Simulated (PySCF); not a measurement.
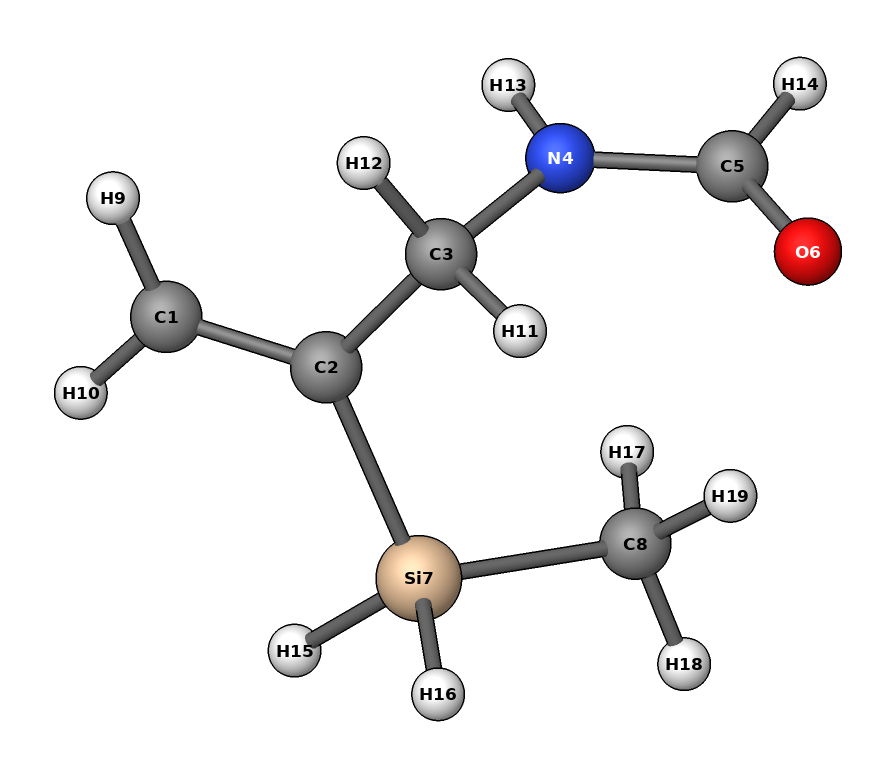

The questions are on isotropic NMR shieldings of the C atoms. The computed structure is the end point of a GFN2-xTB optimisation. No frequency run is at hand to confirm it as a minimum. Level of theory: GIAO PBE0/pcSseg-1 NMR shielding, non-relativistic, gas phase (PySCF 2.14.0).

List the isotropic NMR shieldings of the C atoms.

| atom | σ (ppm) |
| --- | --- |
| C1 | 48.7 |
| C2 | 31.3 |
| C3 | 141.1 |
| C5 | 25.4 |
| C8 | 192.8 |

The geometry is semi-empirical. Around Si such bond lengths and angles can be off by a tenth of an ångström or more and by several degrees, and values that hang on the shape move with them.
